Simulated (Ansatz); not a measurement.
# Phonons of LiRe in the Bh ordering, part 3 of 3

Question: is the lattice of LiRe in the Bh ordering stable, and if so, what are its coupling constant and resistivity?

Ansatz 0.2.0; DFT PBEsol, scalar-relativistic, plane waves, PAW.

So far, highest frequency, solved or plainly interpolated (cm⁻¹): step 5 (phonons by linear response: q 2×2×1, k 8×8×3) 502. Also lowest on path (cm⁻¹): step 5 -39.2. The relaxed cell has a = 2.624, c = 4.731 Å (conventional setting).

The structure was built from a prototype and need not be the compound's stable phase.

**6. Phonons: q 3×3×2, k 9×9×6**

An imaginary mode on so few k-points may come from the sampling, so the phonons are repeated with another q and k mesh.

input.yaml

```yaml
crystal:
  lattice:
    - [2.6242358435, -2.5763e-06, 0.0]
    - [-1.3121156906, 2.2726561942, 0.0]
    - [0.0, 0.0, 4.7311371309]
  atoms:
    - { symbol: Li, position: [0.3333333333, 0.6666666667, 0.25] }
    - { symbol: Re, position: [0.6666666667, 0.3333333333, 0.75] }
kpoints:
  mp_grid: { grid: [9, 9, 6] }
hamiltonian:
  xc: pbesol
scf:
  occupations: { method: methfessel_paxton, width: 0.2 }
output:
  eigenvalues: true
phonons:
  method: dfpt
  qmesh: [3, 3, 2]
  temperatures: { t_max: 1000, t_step: 50 }
  qpath:
    path:
      - [[0.0, 0.0, 0.0], [0.5, 0.0, 0.0], [0.33333333, 0.33333333, 0.0], [0.0, 0.0, 0.0], [0.0, 0.0, 0.5], [0.5, 0.0, 0.5], [0.33333333, 0.33333333, 0.5], [0.0, 0.0, 0.5]]
      - [[0.5, 0.0, 0.5], [0.5, 0.0, 0.0]]
      - [[0.33333333, 0.33333333, 0.5], [0.33333333, 0.33333333, 0.0]]
    npoints: 10
```

The run is started by

```sh
$ ansatz run input.yaml --threads 4 --pin off --max-ram 8192MiB --backend cpu --events-out ev --progress --plain --runs-dir out
```

Numbers of over 12 decimals in the logs are rounded to 6 here.

What it wrote:

```text
Warning: phonons: the dynamical matrix that this run interpolates holds no multipole term above the dipole-dipole one, and a site of this crystal is no centre of inversion, so its interpolated transverse optical and acoustic branches and sound speeds can stay off near Gamma, and the density of states and the thermodynamics with them. What a run solves at a wave vector of phonons.qpoints, Gamma apart, where the deck admits one, is free of this, and under fd what a larger phonons.supercell samples
[...]
Crystal: 2 atoms, lattice volume = 28.216 Å³
Basis set: ecut = 420 eV, 561 PW (Γ), exchange–correlation on 36×36×64 points (8 copies of the dense FFT grid, shifted against one another)
Bands: 13, of which v1, the nominal top of the filled ones, is band 9 counted from 1 (8 counted from 0)
Symmetry: 12 space group operations
k-points: 48 of 486 (time reversal used)
[...]
SCF iter   1: F=—  HF=-10939.545289 eV  |F-HF|=—  |Δ(HF+E_count)|=         —  Δρ=9.44e-3  dr2=2.55e-2  ethr=1.77e-3  ⟨swp⟩=5.0  Hψ=3129  notcnv=0
[...]
SCF iter   8: F=-10939.538380 eV  HF=-10939.538380 eV  |F-HF|=5.46e-12  |Δ(HF+E_count)|=  2.73e-11  S|Δr|=    0.00e0  Δρ=5.90e-8  dr2=3.81e-13  ethr=1.00e-12  ⟨swp⟩=5.3  Hψ=2393  notcnv=0
SCF 1 converged in 8 iterations: F = -10939.538380 eV  dr2 = 3.81e-13
[...]
SCF iter   1: F=—  HF=-10939.538378 eV  |F-HF|=—  |Δ(HF+E_count)|=         —  Δρ=6.07e-7  dr2=9.24e-11  ethr=5.27e-8  ⟨swp⟩=2.9  Hψ=4744  notcnv=0
eigensolver tolerance schedule: the retry pair's looser diagonalisation over-reported the residual by 102561.19 of it (diagonalisation noise at an unbounded share of the residual, at the tolerance the schedule requests for it); recorded, not acted on — ethr = c·dr2/N_el stays at c = 1.0e-1
[...]
SCF iter   2: F=—  HF=-10939.538380 eV  |F-HF|=—  |Δ(HF+E_count)|=   1.66e-6  S|Δr|=    0.00e0  Δρ=4.90e-7  dr2=7.17e-11  ethr=1.00e-12  ⟨swp⟩=3.2  Hψ=1332  notcnv=0
[...]
SCF iter   4: F=-10939.538380 eV  HF=-10939.538380 eV  |F-HF|=1.82e-12  |Δ(HF+E_count)|=  9.09e-12  S|Δr|=    0.00e0  Δρ=1.36e-7  dr2=4.75e-12  ethr=1.00e-12  ⟨swp⟩=2.0  Hψ=1283  notcnv=0
SCF 2 converged in 4 iterations: F = -10939.538380 eV  dr2 = 4.75e-12
[...]
SCF converged after 8 iterations
[...]
Free energy (F): -10939.538380 eV
[...]
Internal energy: -10939.531637 eV  (E = F + TS)
E sigma→0 (E₀):  -10939.536694 eV
Entropy (-TS):   -0.006743 eV (-3.372 meV/atom)
Fermi energy:    13.287299 eV
Step filling:    the computed levels leave a gap of 0.0537 eV = 0.3 smearing widths at the electron count; against every level under it full and every level over it empty, smearing changes F+E_penalty+E_count by -2.548 meV and its σ→0 estimate by -0.862 meV
[...]
--- Band table (eV; the first three rows and the last of 48) ---
  k-point 0: bands = [... 5 lower, 5.2876, 9.3793, 12.1563, 12.1563, 12.6871, 16.0196, 16.0196, 19.8056]
  k-point 1: bands = [... 5 lower, 5.3177, 9.4964, 12.1576, 12.1576, 12.2732, 16.0122, 16.0122, 20.4134]
  k-point 2: bands = [... 5 lower, 5.3786, 9.8633, 11.3944, 12.1603, 12.1603, 15.9974, 15.9974, 21.7565]
  k-point 47: bands = [... 5 lower, 10.7237, 11.0425, 11.2764, 11.4494, 13.7622, 16.7565, 19.4219, 21.5253]
[...]
ASR residual: 2.548e-5 → 0.000e0 eV/Å²; symmetrization residual: 1.016e-6 eV/Å²
  ASR residual per site (eV/Å²): 2.24e-5 2.55e-5
  Γ frequencies (cm⁻¹): 0.00 0.00 0.00 180.57 180.57 444.40
--- Phonons (arbitrary-q DFPT): 6 irreducible q on the 3×3×2 mesh ---
[...]
interpolated dispersion: 93 rows × 6 modes
[...]
```

It took 36 s on 4 threads of Arm Neoverse V2, shared host; peak memory 0.62 GiB; 2.2 min of CPU time.

This step gave:

```
zero point energy                                                              : 0.09123 eV/cell
share of imaginary modes in the plain interpolation between solved wavevectors : 0.0016
highest frequency, solved or plainly interpolated                              : 492.8 cm⁻¹
Debye temperature (second moment)                                              : 531 K
```

Solved on the 3×3×2 mesh alone; all other wavevectors are interpolated. Phonon branches along the path, in cm⁻¹:

```csv
point,branch 1,branch 2,branch 3,branch 4,branch 5,branch 6
Γ,0,0,0,181,181,444
M,69,92,233,280,420,493
K,124,186,193,410,418,431
Γ,0,0,0,181,181,444
A,37,37,98,170,170,455
L,82,100,232,274,435,474
H,111,188,195,386,432,433
A,37,37,98,170,170,455
jump to L,82,100,232,274,435,474
M,69,92,233,280,420,493
jump to H,111,188,195,386,432,433
K,124,186,193,410,418,431
```

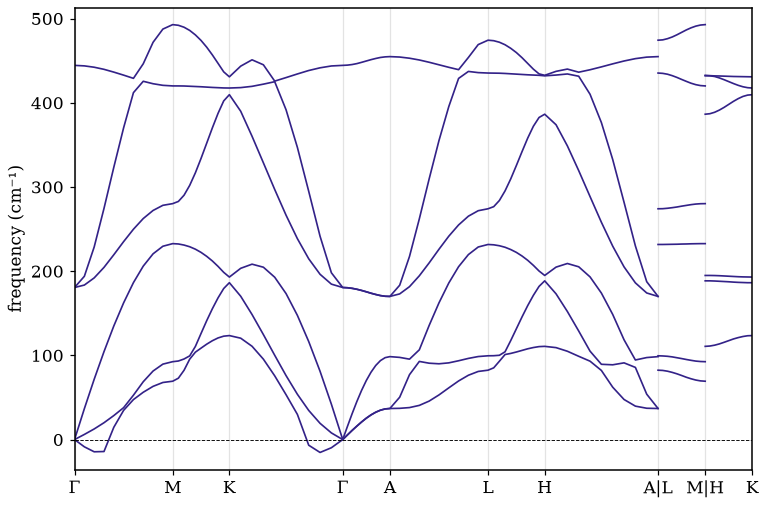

Phonon branches along the path.

Lowest modes at the softest wavevector of the mesh. The modes at q = (0.000, 0.000, 0.500) (shares of kinetic energy by element, %):

```csv
mode,frequency (cm⁻¹),Li %,Re %
1,36.9,0,100
2,36.9,0,100
3,98.5,0,100
4,170.0,100,0
5,170.0,100,0
6,454.8,100,0
```

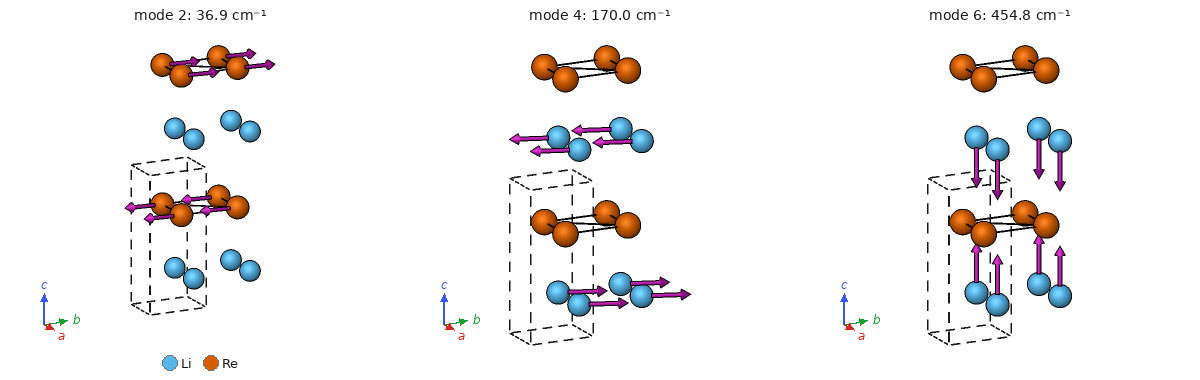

Displacement patterns of modes 2, 4 and 6 at q = (0.000, 0.000, 0.500); arrows are exaggerated. 2×2×2 cells are drawn.

The modes has structure finer than the step of the table below, so its rows give means over 25 cm⁻¹, whole bins alone (the curve runs from -25.4 to 516 cm⁻¹). Peaks (cm⁻¹: height): Li 281.2: 0.0126, 434.5: 0.0498; Re 93.8: 0.0377, 209.7: 0.0205.

Phonopy on the run's constants, 21x21x13 mesh, Gaussian sigma 3.9 cm⁻¹. Table of modes by wavenumber; means over each step; values in 1/cm⁻¹/cell:

```csv
wavenumber (cm⁻¹),Li,Re
0,1.9e-5,5.4e-4
25,1.1e-4,0.00560
50,1.5e-4,0.0123
75,2.0e-4,0.0223
100,2.0e-4,0.0292
125,2.9e-5,0.00996
150,1.9e-5,0.00706
175,0.00186,0.00642
200,0.00424,0.0130
225,0.00496,0.0127
250,0.00711,1.9e-4
275,0.0102,6.8e-5
300,0.00711,4.6e-5
325,0.00598,3.3e-5
350,0.00503,2.3e-5
375,0.00446,1.2e-5
400,0.00405,4.9e-6
425,0.0323,2.7e-4
450,0.0245,1.5e-4
475,0.00691,4.5e-6
500,5.4e-4,0
```

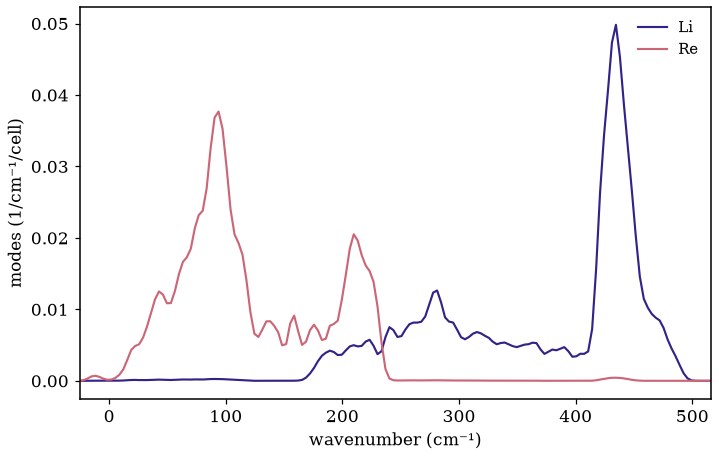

Modes against wavenumber.

No LO-TO term; unit eigenvectors of the mass-weighted matrix. Modes at Γ, with each element's share of the kinetic energy:

```csv
mode,frequency (cm⁻¹),symmetry,Li %,Re %
1,0.0,unnamed,4,96
2,0.0,unnamed,4,96
3,0.0,unnamed,4,96
4,180.6,E',96,4
5,180.6,E',96,4
6,444.4,A2'',96,4
```

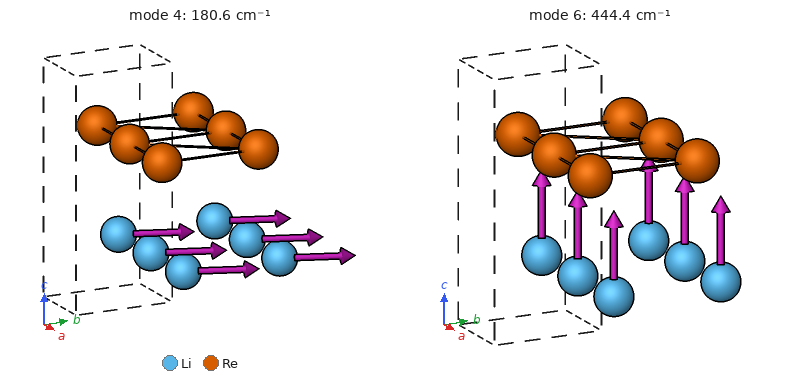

Displacement patterns of modes 4 and 6 at Γ; arrows are exaggerated. 3×2×1 cells are drawn.

Among the solved wavevectors the lowest mode, translations apart, is 36.9 cm⁻¹, so these are real on this k mesh. This mesh lacks the wavevector at which the coarser one was unstable.

**7. Electron–phonon run: q 3×3×2, k 9×9×6, scattering 18×18×8**

Phonons, couplings and the Boltzmann equation in one run.

Changes to input.yaml since step 6:

```diff
@@ -26 +26,4 @@
     npoints: 10
+  electrical_resistivity:
+    mesh: [18, 18, 8]
+    temperatures: [20.0, 50.0, 77.0, 100.0, 150.0, 200.0, 300.0, 400.0, 600.0, 800.0]
```

What it wrote:

```text
[the first part of the log is left out]
  E_vxc        = -316.736024  (∫ρ·V_xc dr)
  E_paw        = -8551.006364  (= ΣΔE_a)
  E_vpaw       = -157.946480  (= ΣTr[D̂ρ^β])
  E_aug_tail   = -0.000067  (compensation charges beyond the density's cutoff)
  E_ewald      = -1576.696660
  E_core_change = 0.233262  (= ΣΔE_core)
  E_smearing   = -0.006743  (= −TS)
  E_closure    = 0.000000  (closes the sum)
  Σ components = -10939.538380   (vs F -10939.538380, Δ=0.00e0)
--- Band table (eV; the first three rows and the last of 48) ---
  k-point 0: bands = ["-66.5085", "-31.2808", "-28.4272", "-27.6490", "-27.6490", "5.2876", "9.3793", "12.1563", "12.1563", "12.6871", "16.0196", "16.0196", "19.8056"]
  k-point 1: bands = ["-66.5085", "-31.2819", "-28.4257", "-27.6490", "-27.6490", "5.3177", "9.4964", "12.1576", "12.1576", "12.2732", "16.0122", "16.0122", "20.4134"]
  k-point 2: bands = ["-66.5085", "-31.2842", "-28.4229", "-27.6490", "-27.6490", "5.3786", "9.8633", "11.3944", "12.1603", "12.1603", "15.9974", "15.9974", "21.7565"]
  k-point 47: bands = ["-66.3487", "-31.2029", "-28.6617", "-28.6598", "-28.1835", "10.7237", "11.0425", "11.2764", "11.4494", "13.7622", "16.7565", "19.4219", "21.5253"]
--- Phonons (Γ-DFPT): 4 representative perturbations + reference (Σ response iterations 14) ---
  ASR residual: 2.878e-5 → 0.000e0 eV/Å²; symmetrization residual: 1.906e-7 eV/Å²
  ASR residual per site (eV/Å²): 2.26e-5 2.88e-5
  Γ frequencies (cm⁻¹): 0.00 0.00 0.00 180.57 180.57 444.40
--- Phonons (arbitrary-q DFPT): 6 irreducible q on the 3×3×2 mesh ---
  q = [0.0000, 0.0000, 0.0000] (star 1, of the zone-centre solve; hermiticity 7.84e-8, symmetrization 7.98e-9): -0.00 -0.00 -0.00 180.57 180.57 444.40
  q = [0.0000, 0.0000, -0.5000] (star 1, 4 solved perturbations in 424 linear systems a pass and spin channel, the states on 164 of 486 k-point pairs; hermiticity 2.32e-8, symmetrization 1.19e-8): 36.90 36.90 98.50 169.97 169.97 454.79
  q = [0.0000, 0.3333, 0.0000] (star 6, 6 solved perturbations in 1656 linear systems a pass and spin channel, the states on 324 of 486 k-point pairs; hermiticity 7.99e-9, symmetrization 1.26e-9): 53.44 63.68 200.02 258.55 426.62 435.80
  q = [0.0000, 0.3333, -0.5000] (star 6, 6 solved perturbations in 1656 linear systems a pass and spin channel, the states on 324 of 486 k-point pairs; hermiticity 1.35e-8, symmetrization 2.11e-9): 66.97 92.65 199.31 250.73 418.60 440.19
  q = [0.3333, 0.3333, 0.0000] (star 2, 4 solved perturbations in 800 linear systems a pass and spin channel, the states on 324 of 486 k-point pairs; hermiticity 4.41e-9, symmetrization 7.70e-10): 123.54 186.26 193.04 409.64 417.54 430.84
  q = [0.3333, 0.3333, -0.5000] (star 2, 4 solved perturbations in 800 linear systems a pass and spin channel, the states on 324 of 486 k-point pairs; hermiticity 8.29e-9, symmetrization 5.73e-10): 110.72 188.53 194.95 386.43 432.00 432.56
  sum rule: each row above includes the acoustic sum rule's correction from the zone centre's row sums; it moved no ω² by more than (0.94 cm⁻¹)²
  mesh force constants: q→R imaginary residual 0.00e0; ASR residual 2.878e-5 → 0.000e0 eV/Å²; symmetrization residual 1.066e-14 eV/Å²
  interpolated dispersion: 93 rows × 6 modes
  density of states and harmonic sums: on the 27×27×14 q-mesh, interpolated from the force constants of a 3×3×2 supercell (no non-analytic term)
  largest difference from the sums on the solved wave vectors: F 2.79e-2 eV, S 4.16e-5 and C_V 1.36e-5 eV/K
  zero-point energy: 0.091235 eV/cell   skipped modes (ω ≤ 0): 13, of them read as no rigid motion or as one in doubt: 10 (8.230e-3 modes/cell left out, lowest -15.34 cm⁻¹)   left out of the sums: 1.42e-3 of the cell's modes: C_V's classical limit lies that fraction below 3 k_B per atom; for a crystal, a wire or a layer, F and S can be off by more, and a phonons.interpolated_qmesh denser along its periods is the remedy for the sampling
Error: electrical resistivity: the phonon self-energy gives or leaves a mode of imaginary frequency on the scattering mesh, on its own coarse k mesh or nearer the zone's centre than that mesh's first points: phonons.electron_occupations: off takes the phonons by Fourier interpolation alone, which works only if that leaves every mode real on the scattering mesh; apart from that, the mode of lowest frequency at the wavevector [0.0000, 0.1111, 0.0000] is imaginary, -15.20 cm⁻¹ (written negative): every mode at the wavevectors of the force constants' own supercell is real, and this one is interpolated between them; [rest of the remark cut]
The harmonic force constants that this run solved are whole in <dir>
```

Run time: 89 s. Hardware: 4 threads; peak memory 1.8 GiB.

The run ended with an error.

The program's message: “electrical resistivity: the phonon self-energy gives or leaves a mode of imaginary frequency on the scattering mesh, on its own coarse k mesh or nearer the zone's centre than that mesh's first points: …”

The self-energy step leaves a mode imaginary somewhere between the solved wavevectors, and the run stops; that can be an artefact of the interpolation at long waves.

**8. Electron–phonon run: phonons at a Fermi–Dirac width of 0.05 eV, other temperatures**

The phonons between the solved wavevectors can be interpolated plainly or with the electrons' self-energy, which keeps Kohn anomalies.

Changes to input.yaml since step 7:

```diff
@@ -28,2 +28,3 @@
     mesh: [18, 18, 8]
-    temperatures: [20.0, 50.0, 77.0, 100.0, 150.0, 200.0, 300.0, 400.0, 600.0, 800.0]
+    temperatures: [273.15, 293.15, 298.15, 300.0, 350.0]
+  electron_occupations: { method: fermi_dirac, width: 0.05 }
```

What it wrote:

```text
[the first part of the log is left out]
  E_vxc        = -316.736024  (∫ρ·V_xc dr)
  E_paw        = -8551.006364  (= ΣΔE_a)
  E_vpaw       = -157.946480  (= ΣTr[D̂ρ^β])
  E_aug_tail   = -0.000067  (compensation charges beyond the density's cutoff)
  E_ewald      = -1576.696660
  E_core_change = 0.233262  (= ΣΔE_core)
  E_smearing   = -0.006743  (= −TS)
  E_closure    = 0.000000  (closes the sum)
  Σ components = -10939.538380   (vs F -10939.538380, Δ=0.00e0)
--- Band table (eV; the first three rows and the last of 48) ---
  k-point 0: bands = ["-66.5085", "-31.2808", "-28.4272", "-27.6490", "-27.6490", "5.2876", "9.3793", "12.1563", "12.1563", "12.6871", "16.0196", "16.0196", "19.8056"]
  k-point 1: bands = ["-66.5085", "-31.2819", "-28.4257", "-27.6490", "-27.6490", "5.3177", "9.4964", "12.1576", "12.1576", "12.2732", "16.0122", "16.0122", "20.4134"]
  k-point 2: bands = ["-66.5085", "-31.2842", "-28.4229", "-27.6490", "-27.6490", "5.3786", "9.8633", "11.3944", "12.1603", "12.1603", "15.9974", "15.9974", "21.7565"]
  k-point 47: bands = ["-66.3487", "-31.2029", "-28.6617", "-28.6598", "-28.1835", "10.7237", "11.0425", "11.2764", "11.4494", "13.7622", "16.7565", "19.4219", "21.5253"]
--- Phonons (Γ-DFPT): 4 representative perturbations + reference (Σ response iterations 14) ---
  ASR residual: 2.878e-5 → 0.000e0 eV/Å²; symmetrization residual: 1.906e-7 eV/Å²
  ASR residual per site (eV/Å²): 2.26e-5 2.88e-5
  Γ frequencies (cm⁻¹): 0.00 0.00 0.00 180.57 180.57 444.40
--- Phonons (arbitrary-q DFPT): 6 irreducible q on the 3×3×2 mesh ---
  q = [0.0000, 0.0000, 0.0000] (star 1, of the zone-centre solve; hermiticity 7.84e-8, symmetrization 7.98e-9): -0.00 -0.00 -0.00 180.57 180.57 444.40
  q = [0.0000, 0.0000, -0.5000] (star 1, 4 solved perturbations in 424 linear systems a pass and spin channel, the states on 164 of 486 k-point pairs; hermiticity 2.32e-8, symmetrization 1.19e-8): 36.90 36.90 98.50 169.97 169.97 454.79
  q = [0.0000, 0.3333, 0.0000] (star 6, 6 solved perturbations in 1656 linear systems a pass and spin channel, the states on 324 of 486 k-point pairs; hermiticity 7.99e-9, symmetrization 1.26e-9): 53.44 63.68 200.02 258.55 426.62 435.80
  q = [0.0000, 0.3333, -0.5000] (star 6, 6 solved perturbations in 1656 linear systems a pass and spin channel, the states on 324 of 486 k-point pairs; hermiticity 1.35e-8, symmetrization 2.11e-9): 66.97 92.65 199.31 250.73 418.60 440.19
  q = [0.3333, 0.3333, 0.0000] (star 2, 4 solved perturbations in 800 linear systems a pass and spin channel, the states on 324 of 486 k-point pairs; hermiticity 4.41e-9, symmetrization 7.70e-10): 123.54 186.26 193.04 409.64 417.54 430.84
  q = [0.3333, 0.3333, -0.5000] (star 2, 4 solved perturbations in 800 linear systems a pass and spin channel, the states on 324 of 486 k-point pairs; hermiticity 8.29e-9, symmetrization 5.73e-10): 110.72 188.53 194.95 386.43 432.00 432.56
  sum rule: each row above includes the acoustic sum rule's correction from the zone centre's row sums; it moved no ω² by more than (0.94 cm⁻¹)²
  mesh force constants: q→R imaginary residual 0.00e0; ASR residual 2.878e-5 → 0.000e0 eV/Å²; symmetrization residual 1.066e-14 eV/Å²
  interpolated dispersion: 93 rows × 6 modes
  density of states and harmonic sums: on the 27×27×14 q-mesh, interpolated from the force constants of a 3×3×2 supercell (no non-analytic term)
  largest difference from the sums on the solved wave vectors: F 2.79e-2 eV, S 4.16e-5 and C_V 1.36e-5 eV/K
  zero-point energy: 0.091235 eV/cell   skipped modes (ω ≤ 0): 13, of them read as no rigid motion or as one in doubt: 10 (8.230e-3 modes/cell left out, lowest -15.34 cm⁻¹)   left out of the sums: 1.42e-3 of the cell's modes: C_V's classical limit lies that fraction below 3 k_B per atom; for a crystal, a wire or a layer, F and S can be off by more, and a phonons.interpolated_qmesh denser along its periods is the remedy for the sampling
Error: electrical resistivity: the phonon self-energy gives or leaves a mode of imaginary frequency on the scattering mesh, on its own coarse k mesh or nearer the zone's centre than that mesh's first points: phonons.electron_occupations: off takes the phonons by Fourier interpolation alone, which works only if that leaves every mode real on the scattering mesh; apart from that, the mode of lowest frequency at the wavevector [0.0000, 0.1111, 0.0000] is imaginary, -15.20 cm⁻¹ (written negative): every mode at the wavevectors of the force constants' own supercell is real, and this one is interpolated between them; [rest of the remark cut]
The harmonic force constants that this run solved are whole in <dir>
```

Elapsed: 2.7 min, on 4 threads; peak memory 2.9 GiB.

The run ended with an error.

The program's message: “electrical resistivity: the phonon self-energy gives or leaves a mode of imaginary frequency on the scattering mesh, on its own coarse k mesh or nearer the zone's centre than that mesh's first points: …”

The self-energy step leaves a mode imaginary somewhere between the solved wavevectors, and the run stops; that can be an artefact of the interpolation at long waves.

**9. What came out**

| Item | Value |
| --- | --- |
| phonon run of the rows without a label of their own | PBEsol, q 3×3×2, k 9×9×6 |
| softest mode on the q mesh | 36.9 cm⁻¹ at q = (0, 0, 0.5) |
| highest frequency, solved or plainly interpolated | 493 cm⁻¹ |

**Reading.** The two phonon runs disagree on stability; they sample different wavevectors on different k meshes. Spin–orbit coupling, left out here, matters for Re. The structure was built by hand as an ordered model, and its stability against other phases was not tested.

[Logs are printed without paths, hosts, clocks, repeated set-up lines and the standing remarks that a program may print on its own settings, such as how far it seeks lower states.]

[Hosts, paths, dates, database ids (printed as entryN), source tags and the programs' standing remarks are cut or masked in the printed files.]
